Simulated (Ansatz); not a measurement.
# CHBN (quartet): wB97M-V, B2PLYP, RPA-PBE over vertical spin and charge gaps and displaced geometries, cc-pVDZ, part 2 of 2

Ansatz 0.2.0, Gaussian basis; cc-pVDZ, all electrons in the functionals, frozen cores in the correlation of double hybrids and RPA. The steps go on from the part before.

**13. B2PLYP, charge 1, quintet**

in.yaml

```yaml
crystal:
  periodic: [false, false, false]
  atoms:
    - {symbol: B, position_ang: [0.000000, 0.000000, 0.659600]}
    - {symbol: N, position_ang: [0.000000, 0.000000, -0.617700]}
    - {symbol: C, position_ang: [0.000000, 0.000000, -1.870800]}
    - {symbol: H, position_ang: [0.000000, 0.000000, 1.828900]}
basis:
  gaussian: {orbitals: cc-pVDZ}
total_charge: 1
magnetization: {spin_polarized: true, initial_magnetization: 4}
hamiltonian: {xc: {name: B2PLYP}}
correlation: {electrons: outside_noble_gas}
```

Started as:

```sh
$ ansatz run in.yaml --threads 1 --pin off --events-out ev --progress --plain --max-ram 2393MiB
```

The program printed (excerpt; [...] marks lines left out):

```text
Functional definition: B2PLYP
  name "B2PLYP"
  cite "Grimme, J. Chem. Phys. 124, 034108 (2006) doi:10.1063/1.2148954"
  cite "Becke, Phys. Rev. A 38, 3098 (1988) doi:10.1103/PhysRevA.38.3098"
  cite "Lee, Yang & Parr, Phys. Rev. B 37, 785 (1988) doi:10.1103/PhysRevB.37.785"
[...]
448 factors; integrals over basis functions are off by at most 1.3e-3 eV
[...]
mean field -3194.83980848 eV, -117.4081974215 hartree, gradient 9.7e-7 eV, S^2 6.013869; 3 other end points of the search recorded, 0 dependent functions left out
3 core orbitals not correlated: weight in the atoms' cores, before any rotation towards them, 1.000 or more for the frozen orbitals, at most 0.000 for the correlated occupied ones
reference -3194.83993311 eV, -117.4082020015 hartree; 8, 4 occupied and 36, 40 virtual orbitals, 448 factors
second order -7.64563832 eV of doubles, -0.00000000 eV of singles
Total energy: -3196.90425546 eV, -117.4840644485 hartree
```

It took 8 s on 1 thread of AMD EPYC, shared host.

From the report: ⟨S²⟩ of the determinant 6.014 (pure quintet: 6.00).

From charge 0, quartet: +297.9 kcal/mol.

**14. B2PLYP, displaced geometry v1**

in.yaml

```yaml
crystal:
  periodic: [false, false, false]
  atoms:
    - {symbol: B, position_ang: [0.002337, -0.001845, 0.681821]}
    - {symbol: N, position_ang: [0.001504, -0.017987, -0.606632]}
    - {symbol: C, position_ang: [0.049468, 0.041323, -1.902345]}
    - {symbol: H, position_ang: [-0.053309, -0.021491, 1.827157]}
basis:
  gaussian: {orbitals: cc-pVDZ}
magnetization: {spin_polarized: true, initial_magnetization: 3}
hamiltonian: {xc: {name: B2PLYP}}
correlation: {electrons: outside_noble_gas}
```

Same command.

The program printed (excerpt; [...] marks lines left out):

```text
Functional definition: B2PLYP
  name "B2PLYP"
  cite "Grimme, J. Chem. Phys. 124, 034108 (2006) doi:10.1063/1.2148954"
  cite "Becke, Phys. Rev. A 38, 3098 (1988) doi:10.1103/PhysRevA.38.3098"
  cite "Lee, Yang & Parr, Phys. Rev. B 37, 785 (1988) doi:10.1103/PhysRevB.37.785"
[...]
448 factors; integrals over basis functions are off by at most 1.3e-3 eV
[...]
mean field -3207.08229413 eV, -117.8581004707 hartree, gradient 4.9e-6 eV, S^2 3.818754; 0 other end points of the search recorded, 0 dependent functions left out
3 core orbitals not correlated: weight in the atoms' cores, before any rotation towards them, 1.000 or more for the frozen orbitals, at most 0.000 for the correlated occupied ones
reference -3207.08240660 eV, -117.8581046039 hartree; 8, 5 occupied and 36, 39 virtual orbitals, 448 factors
second order -10.08597497 eV of doubles, -0.00000000 eV of singles
Total energy: -3209.80561984 eV, -117.9581808447 hartree
```

Run time: 3 s. Hardware: 1 thread of AMD EPYC, shared host.

From the report: ⟨S²⟩ of the determinant 3.819 (pure quartet: 3.75).

From charge 0, quartet: +0.4 kcal/mol.

**15. B2PLYP, displaced geometry v2**

in.yaml

```yaml
crystal:
  periodic: [false, false, false]
  atoms:
    - {symbol: B, position_ang: [0.064568, 0.023749, 0.650441]}
    - {symbol: N, position_ang: [-0.100306, 0.032123, -0.615265]}
    - {symbol: C, position_ang: [-0.023685, -0.000301, -1.876545]}
    - {symbol: H, position_ang: [0.059423, -0.055571, 1.841369]}
basis:
  gaussian: {orbitals: cc-pVDZ}
magnetization: {spin_polarized: true, initial_magnetization: 3}
hamiltonian: {xc: {name: B2PLYP}}
correlation: {electrons: outside_noble_gas}
```

Same command.

The program printed (excerpt; [...] marks lines left out):

```text
Functional definition: B2PLYP
  name "B2PLYP"
  cite "Grimme, J. Chem. Phys. 124, 034108 (2006) doi:10.1063/1.2148954"
  cite "Becke, Phys. Rev. A 38, 3098 (1988) doi:10.1103/PhysRevA.38.3098"
  cite "Lee, Yang & Parr, Phys. Rev. B 37, 785 (1988) doi:10.1103/PhysRevB.37.785"
[...]
448 factors; integrals over basis functions are off by at most 1.2e-3 eV
[...]
mean field -3207.08229299 eV, -117.8581004290 hartree, gradient 4.2e-6 eV, S^2 3.819991; 0 other end points of the search recorded, 0 dependent functions left out
3 core orbitals not correlated: weight in the atoms' cores, before any rotation towards them, 1.000 or more for the frozen orbitals, at most 0.000 for the correlated occupied ones
reference -3207.08240563 eV, -117.8581045685 hartree; 8, 5 occupied and 36, 39 virtual orbitals, 448 factors
second order -10.02204316 eV of doubles, -0.00000000 eV of singles
Total energy: -3209.78835729 eV, -117.9575464576 hartree
```

Run time: 3 s. Hardware: 1 thread of AMD EPYC, shared host.

From the report: ⟨S²⟩ of the determinant 3.820 (pure quartet: 3.75).

From charge 0, quartet: +0.8 kcal/mol.

**16. RPA-PBE, charge 0, quartet**

in.yaml

```yaml
crystal:
  periodic: [false, false, false]
  atoms:
    - {symbol: B, position_ang: [0.000000, 0.000000, 0.659600]}
    - {symbol: N, position_ang: [0.000000, 0.000000, -0.617700]}
    - {symbol: C, position_ang: [0.000000, 0.000000, -1.870800]}
    - {symbol: H, position_ang: [0.000000, 0.000000, 1.828900]}
basis:
  gaussian: {orbitals: cc-pVDZ}
magnetization: {spin_polarized: true, initial_magnetization: 3}
hamiltonian: {xc: {name: PBE}}
correlation: {method: rpa, electrons: outside_noble_gas}
```

The command is unchanged.

The program printed (excerpt; [...] marks lines left out):

```text
Functional definition: PBE
  name "PBE"
  cite "Perdew, Burke & Ernzerhof, Phys. Rev. Lett. 77, 3865 (1996) doi:10.1103/PhysRevLett.77.3865"
  parent pbe
[...]
448 factors; integrals over basis functions are off by at most 1.3e-3 eV
[...]
mean field -3209.09836377 eV, -117.9321896635 hartree, gradient 6.3e-6 eV, S^2 3.776916; 2 other end points of the search recorded, 0 dependent functions left out
3 core orbitals not correlated: weight in the atoms' cores, before any rotation towards them, 1.000 or more for the frozen orbitals, at most 0.000 for the correlated occupied ones
reference -3194.41205035 eV, -117.3924776000 hartree; 8, 5 occupied and 36, 39 virtual orbitals, 448 factors
Total energy: -3207.90307662 eV, -117.8882636711 hartree
```

Run time: 3.9 s. Hardware: 1 thread of AMD EPYC, shared host.

From the report: ⟨S²⟩ of the determinant 3.777 (pure quartet: 3.75).

**17. RPA-PBE, charge 0, doublet**

Changes to in.yaml since step 16:

```diff
@@ -9,3 +9,3 @@
   gaussian: {orbitals: cc-pVDZ}
-magnetization: {spin_polarized: true, initial_magnetization: 3}
+magnetization: {spin_polarized: true, initial_magnetization: 1}
 hamiltonian: {xc: {name: PBE}}
```

Same command.

The program printed (excerpt; [...] marks lines left out):

```text
Functional definition: PBE
  name "PBE"
  cite "Perdew, Burke & Ernzerhof, Phys. Rev. Lett. 77, 3865 (1996) doi:10.1103/PhysRevLett.77.3865"
  parent pbe
[...]
448 factors; integrals over basis functions are off by at most 1.3e-3 eV
[...]
mean field -3211.85849687 eV, -118.0336226839 hartree, gradient 1.4e-6 eV, S^2 0.758760; 2 other end points of the search recorded, 0 dependent functions left out
3 core orbitals not correlated: weight in the atoms' cores, before any rotation towards them, 1.000 or more for the frozen orbitals, at most 0.000 for the correlated occupied ones
reference -3196.49371106 eV, -117.4689772203 hartree; 7, 6 occupied and 37, 38 virtual orbitals, 448 factors
Total energy: -3211.03077400 eV, -118.0032044296 hartree
```

It took 2.9 s on 1 thread of AMD EPYC, shared host.

From the report: ⟨S²⟩ of the determinant 0.759 (pure doublet: 0.75).

From charge 0, quartet: -72.1 kcal/mol.

**18. RPA-PBE, charge 0, sextet**

Changes to in.yaml since step 17:

```diff
@@ -9,3 +9,3 @@
   gaussian: {orbitals: cc-pVDZ}
-magnetization: {spin_polarized: true, initial_magnetization: 1}
+magnetization: {spin_polarized: true, initial_magnetization: 5}
 hamiltonian: {xc: {name: PBE}}
```

The command is unchanged.

The program printed (excerpt; [...] marks lines left out):

```text
Functional definition: PBE
  name "PBE"
  cite "Perdew, Burke & Ernzerhof, Phys. Rev. Lett. 77, 3865 (1996) doi:10.1103/PhysRevLett.77.3865"
  parent pbe
[...]
448 factors; integrals over basis functions are off by at most 1.3e-3 eV
[...]
mean field -3200.80009068 eV, -117.6272337522 hartree, gradient 1.7e-6 eV, S^2 8.761003; 7 other end points of the search recorded, 0 dependent functions left out
3 core orbitals not correlated: weight in the atoms' cores, before any rotation towards them, 1.000 or more for the frozen orbitals, at most 0.000 for the correlated occupied ones
reference -3187.99565690 eV, -117.1566794901 hartree; 9, 4 occupied and 35, 40 virtual orbitals, 448 factors
Total energy: -3199.70234148 eV, -117.5868922134 hartree
```

Wall time 11 s (1 thread of AMD EPYC, shared host).

From the report: ⟨S²⟩ of the determinant 8.761 (pure sextet: 8.75).

From charge 0, quartet: +189.1 kcal/mol.

**19. RPA-PBE, charge 1, triplet**

Changes to in.yaml since step 18:

```diff
@@ -9,3 +9,4 @@
   gaussian: {orbitals: cc-pVDZ}
-magnetization: {spin_polarized: true, initial_magnetization: 5}
+total_charge: 1
+magnetization: {spin_polarized: true, initial_magnetization: 2}
 hamiltonian: {xc: {name: PBE}}
```

Same command.

The program printed (excerpt; [...] marks lines left out):

```text
Functional definition: PBE
  name "PBE"
  cite "Perdew, Burke & Ernzerhof, Phys. Rev. Lett. 77, 3865 (1996) doi:10.1103/PhysRevLett.77.3865"
  parent pbe
[...]
448 factors; integrals over basis functions are off by at most 1.3e-3 eV
[...]
mean field -3200.71364544 eV, -117.6240569481 hartree, gradient 3.1e-6 eV, S^2 2.029787; 6 other end points of the search recorded, 0 dependent functions left out
3 core orbitals not correlated: weight in the atoms' cores, before any rotation towards them, 1.000 or more for the frozen orbitals, at most 0.000 for the correlated occupied ones
reference -3186.75072277 eV, -117.1109290044 hartree; 7, 5 occupied and 37, 39 virtual orbitals, 448 factors
Total energy: -3199.83539699 eV, -117.5917819129 hartree
```

Wall time 6 s (1 thread of AMD EPYC, shared host).

From the report: ⟨S²⟩ of the determinant 2.030 (pure triplet: 2.00).

From charge 0, quartet: +186.0 kcal/mol.

**20. RPA-PBE, charge 1, quintet**

Changes to in.yaml since step 19:

```diff
@@ -10,3 +10,3 @@
 total_charge: 1
-magnetization: {spin_polarized: true, initial_magnetization: 2}
+magnetization: {spin_polarized: true, initial_magnetization: 4}
 hamiltonian: {xc: {name: PBE}}
```

Same command.

The program printed (excerpt; [...] marks lines left out):

```text
Functional definition: PBE
  name "PBE"
  cite "Perdew, Burke & Ernzerhof, Phys. Rev. Lett. 77, 3865 (1996) doi:10.1103/PhysRevLett.77.3865"
  parent pbe
[...]
448 factors; integrals over basis functions are off by at most 1.3e-3 eV
[...]
mean field -3195.98759267 eV, -117.4503777123 hartree, gradient 2.5e-6 eV, S^2 6.007932; 7 other end points of the search recorded, 0 dependent functions left out
3 core orbitals not correlated: weight in the atoms' cores, before any rotation towards them, 1.000 or more for the frozen orbitals, at most 0.000 for the correlated occupied ones
reference -3183.41660310 eV, -116.9884023665 hartree; 8, 4 occupied and 36, 40 virtual orbitals, 448 factors
Total energy: -3195.01201373 eV, -117.4145258475 hartree
```

It took 10 s on 1 thread of AMD EPYC, shared host.

From the report: ⟨S²⟩ of the determinant 6.008 (pure quintet: 6.00).

From charge 0, quartet: +297.3 kcal/mol.

**21. RPA-PBE, displaced geometry v1**

in.yaml

```yaml
crystal:
  periodic: [false, false, false]
  atoms:
    - {symbol: B, position_ang: [0.002337, -0.001845, 0.681821]}
    - {symbol: N, position_ang: [0.001504, -0.017987, -0.606632]}
    - {symbol: C, position_ang: [0.049468, 0.041323, -1.902345]}
    - {symbol: H, position_ang: [-0.053309, -0.021491, 1.827157]}
basis:
  gaussian: {orbitals: cc-pVDZ}
magnetization: {spin_polarized: true, initial_magnetization: 3}
hamiltonian: {xc: {name: PBE}}
correlation: {method: rpa, electrons: outside_noble_gas}
```

The command is unchanged.

The program printed (excerpt; [...] marks lines left out):

```text
Functional definition: PBE
  name "PBE"
  cite "Perdew, Burke & Ernzerhof, Phys. Rev. Lett. 77, 3865 (1996) doi:10.1103/PhysRevLett.77.3865"
  parent pbe
[...]
448 factors; integrals over basis functions are off by at most 1.3e-3 eV
[...]
mean field -3209.06483042 eV, -117.9309573357 hartree, gradient 2.2e-6 eV, S^2 3.776810; 2 other end points of the search recorded, 0 dependent functions left out
3 core orbitals not correlated: weight in the atoms' cores, before any rotation towards them, 1.000 or more for the frozen orbitals, at most 0.000 for the correlated occupied ones
reference -3194.36080511 eV, -117.3905943722 hartree; 8, 5 occupied and 36, 39 virtual orbitals, 448 factors
Total energy: -3207.94146376 eV, -117.8896743725 hartree
```

Wall time 3.5 s (1 thread of AMD EPYC, shared host).

From the report: ⟨S²⟩ of the determinant 3.777 (pure quartet: 3.75).

From charge 0, quartet: -0.9 kcal/mol.

**22. RPA-PBE, displaced geometry v2**

in.yaml

```yaml
crystal:
  periodic: [false, false, false]
  atoms:
    - {symbol: B, position_ang: [0.064568, 0.023749, 0.650441]}
    - {symbol: N, position_ang: [-0.100306, 0.032123, -0.615265]}
    - {symbol: C, position_ang: [-0.023685, -0.000301, -1.876545]}
    - {symbol: H, position_ang: [0.059423, -0.055571, 1.841369]}
basis:
  gaussian: {orbitals: cc-pVDZ}
magnetization: {spin_polarized: true, initial_magnetization: 3}
hamiltonian: {xc: {name: PBE}}
correlation: {method: rpa, electrons: outside_noble_gas}
```

Same command.

The program printed (excerpt; [...] marks lines left out):

```text
Functional definition: PBE
  name "PBE"
  cite "Perdew, Burke & Ernzerhof, Phys. Rev. Lett. 77, 3865 (1996) doi:10.1103/PhysRevLett.77.3865"
  parent pbe
[...]
448 factors; integrals over basis functions are off by at most 1.2e-3 eV
[...]
mean field -3209.06686856 eV, -117.9310322359 hartree, gradient 2.9e-6 eV, S^2 3.777056; 2 other end points of the search recorded, 0 dependent functions left out
3 core orbitals not correlated: weight in the atoms' cores, before any rotation towards them, 1.000 or more for the frozen orbitals, at most 0.000 for the correlated occupied ones
reference -3194.36870617 eV, -117.3908847309 hartree; 8, 5 occupied and 36, 39 virtual orbitals, 448 factors
Total energy: -3207.89619287 eV, -117.8880106979 hartree
```

Run time: 3.7 s. Hardware: 1 thread of AMD EPYC, shared host.

From the report: ⟨S²⟩ of the determinant 3.777 (pure quartet: 3.75).

From charge 0, quartet: +0.2 kcal/mol.

**23. The comparison**

The yardstick is UCCSDT(Q), where the cluster series has nearly closed. It comes from earlier runs at the same points. Energies in kcal/mol, counted from charge 0, quartet; blanks weren't run or aren't comparable.

| level | quartet to doublet | quartet to sextet | ionisation to the triplet cation | ionisation to the quintet cation | displacement v1 | displacement v2 |
| --- | --- | --- | --- | --- | --- | --- |
| UCCSDT(Q) | -65.6 |  | 185.4 | 295.1 | -0.8 | 0.3 |
| wB97M-V | -72.6 | 190.4 | 187.1 | 297.3 | 0.7 | 0.9 |
| B2PLYP | -68.8 | 190.6 | 186.7 | 297.9 | 0.4 | 0.8 |
| RPA-PBE | -72.1 | 189.1 | 186.0 | 297.3 | -0.9 | 0.2 |

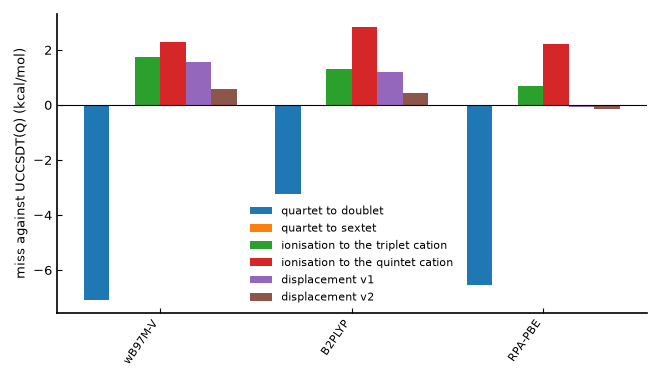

Misses of the gaps against UCCSDT(Q).

Largest miss and mean time a point (UCCSDT(Q) took 2.6 min a point; shared hosts):

| level | largest miss (kcal/mol) | where | time a point |
| --- | --- | --- | --- |
| wB97M-V | -7.1 | quartet to doublet | 11 s |
| B2PLYP | -3.3 | quartet to doublet | 4.9 s |
| RPA-PBE | -6.6 | quartet to doublet | 5.9 s |

**24. Results**

What follows sums up all 2 parts.

```
                                   quantity                               value
              quartet to doublet, UCCSDT(Q)                      -65.6 kcal/mol
ionisation to the triplet cation, UCCSDT(Q)                      185.4 kcal/mol
ionisation to the quintet cation, UCCSDT(Q)                      295.1 kcal/mol
                 displacement v1, UCCSDT(Q)                       -0.8 kcal/mol
                 displacement v2, UCCSDT(Q)                        0.3 kcal/mol
                      largest miss, wB97M-V  -7.1 kcal/mol (quartet to doublet)
                       largest miss, B2PLYP  -3.3 kcal/mol (quartet to doublet)
                      largest miss, RPA-PBE  -6.6 kcal/mol (quartet to doublet)
```

**Reading.** Misses are known at 5 of 6 points at best, and only functionals with that many are ranked. Of the functionals, B2PLYP keep the smallest largest miss at the points compared (at most 3.3 kcal/mol) and wB97M-V strays most (7.1 kcal/mol, at quartet to doublet). Functionals and the yardstick converge differently with the basis, so part of each miss in cc-pVDZ is the basis. The program flags that the yardstick's amplitudes may have other solutions at some points.
